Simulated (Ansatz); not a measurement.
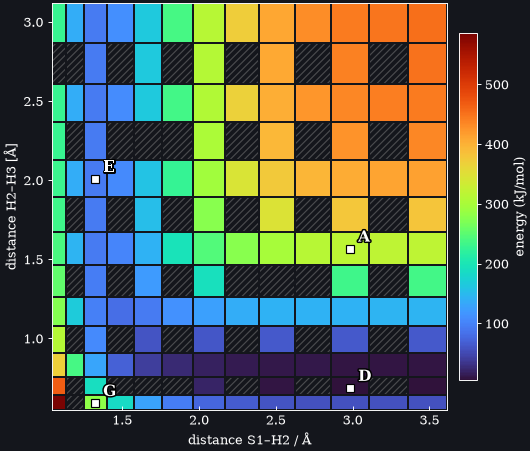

The system S + H₂, spin multiplicity 3. Coordinates scanned: (1) distance S1–H2; (2) distance H2–H3. Nothing is relaxed (the angle S1–H2–H3 is fixed at 180 degrees). Grid: 13 × 13 points. At 41 points there is no value. Points are written as (first, second). All energies are given in kJ/mol relative to S far from the relaxed HH (each part in its own basis). In part of the range the unrestricted reference is strongly spin-contaminated. These are results of Ansatz 0.2.0, UKS B3LYP-D4/aug-cc-pVTZ, not measurements.

Drawn: one coloured cell a grid point, hatched blanks where no value was computed, lettered points.

Question: Is G the lowest point of the computed grid?

Answer: No. G lies 276 kJ/mol above the lowest grid point, which is at (3.488 Å, 0.687 Å).

Question: Rank the lettered points by energy, lowest first.

Answer: D (6 kJ/mol), E (92 kJ/mol), G (282 kJ/mol), A (316 kJ/mol).
